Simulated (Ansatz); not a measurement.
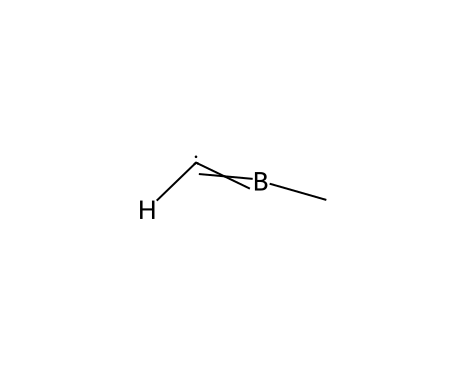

Charge 0, doublet. The geometry was computed by an optimisation with PBE0-D4/def2-TZVP. No frequency run is at hand to confirm it as a minimum. Properties computed with UKS PBE0-D4/def2-TZVP (Ansatz 0.2.0).

Estimate the dispersion correction.

Answer. −6.9 kJ/mol.

Give the dipole moment at this level.

Answer. 1.10 D.

What is the ⟨S²⟩ of the determinant?

Answer. 0.754.
